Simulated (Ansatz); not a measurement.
```xyz
11

C    -1.3166   -1.4633    1.1873
C    -0.6914   -0.8186    0.2165
O     0.1543    0.2159    0.4734
B     0.8064    0.8975   -0.5236
O     1.6389    1.9225   -0.1848
O     0.6259    0.5570   -1.8288
H    -1.9807   -2.2804    0.9439
H    -1.1800   -1.1925    2.2268
H    -0.8096   -1.0682   -0.8333
H     1.6795    2.0616    0.7641
H     1.1386    1.1114   -2.4207
```

Geometry: PBE0-D4/def2-TZVP.

Computed with Ansatz, RKS PBE0-D4/def2-TZVPP.

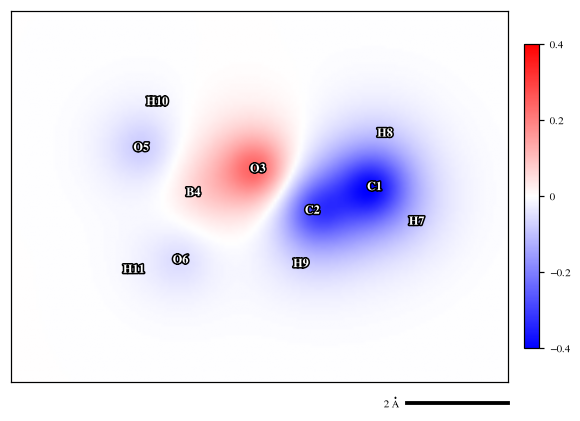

C₂H₅BO₃. The HOMO on a plane 0.8 Å above the molecular plane (values in Å⁻³ᐟ²; the overall sign is arbitrary).

**Where does this orbital lie, and at what energy?**

It lies mainly on C1 (about 40 %), C2 (about 25 %) and O3 (about 20 %); it changes sign across the molecular plane (π type); π-bonding across C1–C2; π-antibonding (a node) across C2–O3. Its energy is −6.99 eV.
